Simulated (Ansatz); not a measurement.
# Geometry relaxation, with input and output: Ge₁₆F (part 3 of 3)

Continued. System: Ge₁₆F (defect cell, 17 atoms in the cell). Method: DFT LDA, scalar-relativistic, plane waves, PAW, no spin polarisation (Ansatz 0.2.0); cutoff 420 eV, 2×2×2 k-mesh, Fermi–Dirac smearing of 0.15 eV. It belongs to a series of runs on one base structure; here: start relaxed.

Geometry of the input (Å; fractional positions):
```
0.0000  5.6600  5.6600
5.6600  0.0000  5.6600
5.6600  5.6600  0.0000
Ge 0.0000  0.0000  0.0000
Ge 0.1250  0.1250  0.1250
Ge 0.0000  -0.0000  0.5000
Ge 0.1250  0.1250  0.6250
Ge 0.0000  0.5000  -0.0000
Ge 0.1250  0.6250  0.1250
Ge 0.0000  0.5000  0.5000
Ge 0.1250  0.6250  0.6250
Ge 0.5000  0.0000  -0.0000
Ge 0.6250  0.1250  0.1250
Ge 0.5000  -0.0000  0.5000
Ge 0.6250  0.1250  0.6250
Ge 0.5000  0.5000  -0.0000
Ge 0.6250  0.6250  0.1250
Ge 0.5000  0.5000  0.5000
Ge 0.6250  0.6250  0.6250
F  0.0604  0.3091  0.3131
```

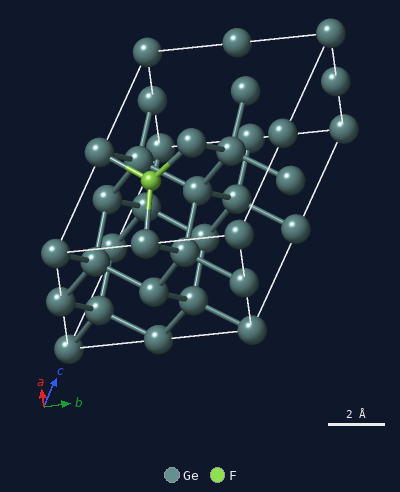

The geometry at step 7 of the log (ball-and-stick view of the cell of the calculation, seen at an oblique angle).

## Trajectory as extended XYZ, continued
```
17
Lattice="0.0000 5.6600 5.6600 5.6600 0.0000 5.6600 5.6600 5.6600 0.0000" Properties=species:S:1:pos:R:3:forces:R:3 step=2 energy=-68241.95045
Ge    0.0152   -0.0154   -0.0161    0.0218  -0.0191  -0.0168
Ge    1.3895    1.3927    1.3933   -0.1300  -0.0061  -0.0048
Ge    2.8082    2.8525   -0.0251   -0.0063   0.0077  -0.1131
Ge    4.2680    4.2701    1.3928   -0.0017   0.1035   0.0039
Ge    2.8076   -0.0246    2.8534    0.0021  -0.0891   0.0001
Ge    4.2680    1.3923    4.2691   -0.0103   0.0113   0.0794
Ge    5.6833    2.8532    2.8535    0.0648  -0.0101  -0.0092
Ge    7.0581    4.2612    4.2611   -0.0185   0.0208   0.0234
Ge    0.0018    2.8172    2.8166   -0.0122  -0.0236  -0.0246
Ge    1.4252    4.2349    4.2348    0.0389  -0.0385  -0.0380
Ge    2.8426    5.6580    2.8163    0.0225   0.0140  -0.0244
Ge    4.2313    7.0882    4.2471   -0.0240   0.0231  -0.0115
Ge    2.8427    2.8167    5.6577    0.0224  -0.0234   0.0153
Ge    4.2310    4.2475    7.0880   -0.0239  -0.0130   0.0221
Ge    5.6491    5.6708    5.6710   -0.0386   0.0391   0.0395
Ge    7.0719    7.0888    7.0883    0.0142   0.0229   0.0220
F     3.5285    2.1100    2.0895    0.0785  -0.0193   0.0368
17
Lattice="0.0000 5.6600 5.6600 5.6600 0.0000 5.6600 5.6600 5.6600 0.0000" Properties=species:S:1:pos:R:3:forces:R:3 step=3 energy=-68241.96171
Ge    0.0393   -0.0396   -0.0411    0.0278  -0.0252  -0.0231
Ge    1.3810    1.3822    1.3829   -0.0150  -0.0006  -0.0038
Ge    2.7971    2.8637   -0.0325   -0.0061   0.0028   0.0115
Ge    4.2782    4.2784    1.3825   -0.0075   0.0049   0.0015
Ge    2.7964   -0.0317    2.8646   -0.0007   0.0197  -0.0054
Ge    4.2775    1.3826    4.2762   -0.0114   0.0086  -0.0028
Ge    5.6891    2.8640    2.8642   -0.0266  -0.0073  -0.0100
Ge    7.0320    4.2866    4.2865   -0.0258   0.0280   0.0305
Ge   -0.0021    2.8053    2.8044    0.0043   0.0007   0.0012
Ge    1.4511    4.2088    4.2083   -0.0026   0.0016   0.0007
Ge    2.8539    5.6619    2.8041    0.0009  -0.0052   0.0003
Ge    4.2183    7.1008    4.2442    0.0024  -0.0018   0.0064
Ge    2.8539    2.8050    5.6613    0.0017  -0.0011  -0.0063
Ge    4.2178    4.2447    7.1004    0.0015   0.0072  -0.0002
Ge    5.6214    5.6981    5.6981   -0.0007  -0.0003  -0.0012
Ge    7.0741    7.1016    7.1007   -0.0084   0.0000   0.0006
F     3.5431    2.1014    2.0868    0.0663  -0.0322   0.0001
17
Lattice="0.0000 5.6600 5.6600 5.6600 0.0000 5.6600 5.6600 5.6600 0.0000" Properties=species:S:1:pos:R:3:forces:R:3 step=4 energy=-68241.96701
Ge    0.0519   -0.0526   -0.0547    0.0024  -0.0017  -0.0013
Ge    1.3784    1.3771    1.3771   -0.0050   0.0050   0.0007
Ge    2.7885    2.8717   -0.0323   -0.0023  -0.0023   0.0524
Ge    4.2822    4.2810    1.3771   -0.0103   0.0052   0.0022
Ge    2.7880   -0.0311    2.8718   -0.0003   0.0506  -0.0081
Ge    4.2812    1.3781    4.2785   -0.0101   0.0062   0.0076
Ge    5.6879    2.8716    2.8712   -0.0469  -0.0047  -0.0086
Ge    7.0148    4.3033    4.3029   -0.0086   0.0091   0.0099
Ge   -0.0038    2.8002    2.7991   -0.0051   0.0050   0.0057
Ge    1.4623    4.1971    4.1960   -0.0082   0.0074   0.0066
Ge    2.8584    5.6637    2.7991   -0.0029   0.0030   0.0043
Ge    4.2102    7.1088    4.2455    0.0090  -0.0082   0.0010
Ge    2.8581    2.8005    5.6627   -0.0017   0.0024   0.0011
Ge    4.2098    4.2463    7.1081    0.0077   0.0030  -0.0063
Ge    5.6055    5.7134    5.7130    0.0026  -0.0034  -0.0042
Ge    7.0721    7.1093    7.1081   -0.0048  -0.0057  -0.0050
F     3.5764    2.0757    2.0681    0.0844  -0.0708  -0.0583
17
Lattice="0.0000 5.6600 5.6600 5.6600 0.0000 5.6600 5.6600 5.6600 0.0000" Properties=species:S:1:pos:R:3:forces:R:3 step=5 energy=-68242.02187
Ge    0.0486   -0.0493   -0.0514   -0.0202   0.0201   0.0196
Ge    1.3694    1.3828    1.3820    0.0211   0.0251   0.0209
Ge    2.7806    2.8792   -0.0267    0.0151  -0.0198   0.1986
Ge    4.2759    4.2903    1.3819   -0.0282  -0.0162   0.0203
Ge    2.7799   -0.0249    2.8789    0.0155   0.1916  -0.0240
Ge    4.2751    1.3835    4.2882   -0.0258   0.0220  -0.0089
Ge    5.6812    2.8794    2.8785   -0.1827  -0.0191  -0.0230
Ge    7.0021    4.3158    4.3151   -0.0075   0.0075   0.0078
Ge   -0.0127    2.8050    2.8034   -0.0145  -0.0009   0.0004
Ge    1.4591    4.1999    4.1985   -0.0166   0.0153   0.0139
Ge    2.8531    5.6724    2.8034    0.0030   0.0123  -0.0006
Ge    4.2015    7.1172    4.2517    0.0127  -0.0113   0.0063
Ge    2.8528    2.8053    5.6714    0.0038  -0.0026   0.0103
Ge    4.2010    4.2532    7.1164    0.0120   0.0082  -0.0093
Ge    5.5927    5.7259    5.7252    0.0005  -0.0019  -0.0031
Ge    7.0645    7.1181    7.1167   -0.0099  -0.0096  -0.0083
F     3.6973    1.9604    1.9582    0.2216  -0.2207  -0.2210
17
Lattice="0.0000 5.6600 5.6600 5.6600 0.0000 5.6600 5.6600 5.6600 0.0000" Properties=species:S:1:pos:R:3:forces:R:3 step=6 energy=-68242.13134
Ge    0.0378   -0.0386   -0.0404   -0.0416   0.0408   0.0400
Ge    1.3569    1.3937    1.3920    0.0501   0.0491   0.0487
Ge    2.7792    2.8795   -0.0025    0.0445  -0.0456   0.2214
Ge    4.2646    4.3028    1.3916   -0.0490  -0.0483   0.0483
Ge    2.7790   -0.0006    2.8782    0.0446   0.2188  -0.0462
Ge    4.2645    1.3934    4.3010   -0.0478   0.0475  -0.0446
Ge    5.6571    2.8792    2.8776   -0.2149  -0.0449  -0.0454
Ge    7.0096    4.3078    4.3064   -0.0156   0.0160   0.0162
Ge   -0.0247    2.8137    2.8125   -0.0389   0.0052   0.0053
Ge    1.4496    4.2095    4.2083   -0.0055   0.0045   0.0038
Ge    2.8449    5.6841    2.8124   -0.0051   0.0384   0.0053
Ge    4.1989    7.1200    4.2644   -0.0019   0.0024   0.0140
Ge    2.8448    2.8137    5.6830   -0.0049   0.0050   0.0381
Ge    4.1986    4.2656    7.1191   -0.0020   0.0144   0.0028
Ge    5.5994    5.7193    5.7185   -0.0095   0.0084   0.0073
Ge    7.0525    7.1204    7.1192   -0.0145   0.0026   0.0030
F     3.8093    1.8504    1.8501    0.3122  -0.3147  -0.3182
17
Lattice="0.0000 5.6600 5.6600 5.6600 0.0000 5.6600 5.6600 5.6600 0.0000" Properties=species:S:1:pos:R:3:forces:R:3 step=7 energy=-68242.26460
Ge    0.0268   -0.0276   -0.0291   -0.0386   0.0376   0.0380
Ge    1.3496    1.4042    1.4021    0.0455   0.0683   0.0720
Ge    2.7799    2.8783    0.0321    0.0494  -0.0454   0.0841
Ge    4.2540    4.3104    1.4015   -0.0654  -0.0509   0.0726
Ge    2.7799    0.0339    2.8764    0.0498   0.0891  -0.0419
Ge    4.2541    1.4034    4.3096   -0.0663   0.0700  -0.0555
Ge    5.6233    2.8777    2.8758   -0.0936  -0.0463  -0.0423
Ge    7.0149    4.3025    4.3009   -0.0127   0.0133   0.0128
Ge   -0.0358    2.8195    2.8184   -0.0626   0.0347   0.0337
Ge    1.4419    4.2170    4.2156    0.0022  -0.0018  -0.0013
Ge    2.8392    5.6951    2.8183   -0.0366   0.0644   0.0348
Ge    4.1950    7.1240    4.2758   -0.0151   0.0140   0.0313
Ge    2.8391    2.8196    5.6938   -0.0372   0.0364   0.0664
Ge    4.1948    4.2771    7.1231   -0.0139   0.0288   0.0119
Ge    5.6019    5.7166    5.7156    0.0088  -0.0086  -0.0088
Ge    7.0411    7.1242    7.1231   -0.0260   0.0116   0.0107
F     3.9223    1.7382    1.7385    0.3134  -0.3163  -0.3194
17
Lattice="0.0000 5.6600 5.6600 5.6600 0.0000 5.6600 5.6600 5.6600 0.0000" Properties=species:S:1:pos:R:3:forces:R:3 step=8 energy=-68242.37519
Ge    0.0090   -0.0100   -0.0115   -0.0272   0.0285   0.0309
Ge    1.3484    1.4215    1.4197    0.0287   0.0452   0.0462
Ge    2.7858    2.8727    0.0527    0.0052  -0.0036   0.0003
Ge    4.2368    4.3115    1.4192   -0.0443  -0.0329   0.0464
Ge    2.7861    0.0548    2.8709    0.0050   0.0022  -0.0015
Ge    4.2370    1.4209    4.3108   -0.0447   0.0459  -0.0367
Ge    5.6022    2.8716    2.8700   -0.0038  -0.0032  -0.0013
Ge    7.0198    4.2976    4.2957    0.0157  -0.0150  -0.0150
Ge   -0.0507    2.8310    2.8298   -0.0249   0.0338   0.0332
Ge    1.4312    4.2277    4.2264   -0.0367   0.0367   0.0370
Ge    2.8277    5.7098    2.8297   -0.0357   0.0268   0.0347
Ge    4.1944    7.1246    4.2863   -0.0090   0.0085   0.0217
Ge    2.8277    2.8309    5.7086   -0.0368   0.0364   0.0287
Ge    4.1941    4.2876    7.1236   -0.0076   0.0199   0.0067
Ge    5.6071    5.7115    5.7104    0.0169  -0.0166  -0.0168
Ge    7.0308    7.1248    7.1236   -0.0178   0.0058   0.0054
F     4.0346    1.6256    1.6256    0.2175  -0.2189  -0.2205
17
Lattice="0.0000 5.6600 5.6600 5.6600 0.0000 5.6600 5.6600 5.6600 0.0000" Properties=species:S:1:pos:R:3:forces:R:3 step=9 energy=-68242.44043
Ge   -0.0339    0.0329    0.0316   -0.0061   0.0067   0.0075
Ge    1.3607    1.4455    1.4438    0.0361   0.0172   0.0179
Ge    2.7911    2.8674    0.0486    0.0004   0.0004  -0.0044
Ge    4.2129    4.2989    1.4434   -0.0168  -0.0383   0.0181
Ge    2.7918    0.0508    2.8653    0.0000  -0.0040   0.0016
Ge    4.2131    1.4449    4.2981   -0.0171   0.0179  -0.0400
Ge    5.6063    2.8655    2.8641    0.0038   0.0014   0.0022
Ge    7.0275    4.2897    4.2876    0.0118  -0.0116  -0.0117
Ge   -0.0519    2.8507    2.8496   -0.0129   0.0171   0.0168
Ge    1.3905    4.2682    4.2669   -0.0076   0.0078   0.0080
Ge    2.8080    5.7109    2.8497   -0.0178   0.0135   0.0172
Ge    4.1999    7.1190    4.2824   -0.0003   0.0000   0.0319
Ge    2.8080    2.8509    5.7097   -0.0181   0.0178   0.0142
Ge    4.2000    4.2835    7.1177    0.0000   0.0313  -0.0005
Ge    5.6123    5.7063    5.7051    0.0064  -0.0065  -0.0066
Ge    7.0355    7.1186    7.1175   -0.0306  -0.0005  -0.0007
F     4.1504    1.5103    1.5103    0.0688  -0.0701  -0.0712
17
Lattice="0.0000 5.6600 5.6600 5.6600 0.0000 5.6600 5.6600 5.6600 0.0000" Properties=species:S:1:pos:R:3:forces:R:3 step=10 energy=-68242.44043
Ge   -0.0339    0.0329    0.0316   -0.0063   0.0068   0.0077
Ge    1.3607    1.4455    1.4438    0.0360   0.0172   0.0179
Ge    2.7911    2.8674    0.0486    0.0003   0.0005  -0.0046
Ge    4.2129    4.2989    1.4434   -0.0168  -0.0382   0.0181
Ge    2.7918    0.0508    2.8653   -0.0001  -0.0042   0.0016
Ge    4.2131    1.4449    4.2981   -0.0171   0.0179  -0.0399
Ge    5.6063    2.8655    2.8641    0.0039   0.0015   0.0023
Ge    7.0275    4.2897    4.2876    0.0119  -0.0117  -0.0118
Ge   -0.0519    2.8507    2.8496   -0.0131   0.0171   0.0168
Ge    1.3905    4.2682    4.2669   -0.0077   0.0078   0.0080
Ge    2.8080    5.7109    2.8497   -0.0178   0.0137   0.0171
Ge    4.1999    7.1190    4.2824   -0.0003   0.0001   0.0317
Ge    2.8080    2.8509    5.7097   -0.0181   0.0177   0.0143
Ge    4.2000    4.2835    7.1177   -0.0001   0.0311  -0.0004
Ge    5.6123    5.7063    5.7051    0.0065  -0.0066  -0.0067
Ge    7.0355    7.1186    7.1175   -0.0304  -0.0004  -0.0007
F     4.1504    1.5103    1.5103    0.0690  -0.0703  -0.0714
17
Lattice="0.0000 5.6600 5.6600 5.6600 0.0000 5.6600 5.6600 5.6600 0.0000" Properties=species:S:1:pos:R:3:forces:R:3 step=11 energy=-68242.44791
Ge   -0.0557    0.0548    0.0538    0.0111  -0.0103  -0.0095
Ge    1.3691    1.4585    1.4570   -0.0207  -0.0043  -0.0049
Ge    2.7946    2.8642    0.0474   -0.0056   0.0058  -0.0187
Ge    4.2002    4.2904    1.4565    0.0036   0.0186  -0.0049
Ge    2.7954    0.0495    2.8621   -0.0069  -0.0196   0.0072
Ge    4.2006    1.4577    4.2897    0.0036  -0.0043   0.0167
Ge    5.6078    2.8620    2.8607    0.0211   0.0088   0.0089
Ge    7.0375    4.2798    4.2776    0.0036  -0.0041  -0.0045
Ge   -0.0551    2.8614    2.8602    0.0045   0.0095   0.0099
Ge    1.3710    4.2878    4.2867   -0.0015   0.0012   0.0010
Ge    2.7975    5.7139    2.8602   -0.0096  -0.0043   0.0104
Ge    4.2047    7.1141    4.2859   -0.0035   0.0036  -0.0195
Ge    2.7975    2.8613    5.7128   -0.0100   0.0105  -0.0041
Ge    4.2049    4.2869    7.1127   -0.0030  -0.0190   0.0033
Ge    5.6212    5.6973    5.6959   -0.0063   0.0063   0.0062
Ge    7.0322    7.1136    7.1124    0.0183   0.0027   0.0028
F     4.1988    1.4609    1.4599    0.0013  -0.0011  -0.0005
```

## Summary

| quantity | value |
| --- | --- |
| outcome | converged |
| electrons treated | 231 |
| free energy | −68242.4479 eV |
| Fermi energy | 8.040 eV |
| final volume | 362.64 Å³ |
| largest force (length of the vector) at the end | 0.025 eV/Å |
| hardware | 2 threads of Intel Xeon @ 2.50GHz (Skylake/Cascade Lake), 16 GiB of memory available, shared host |
| wall time | 91 s (CPU time 3 min) |
| peak memory | 0.96 GiB |

The input asks for low accuracy. The cell holds an odd number of electrons but the run has no spin polarisation, so a band is left half filled.
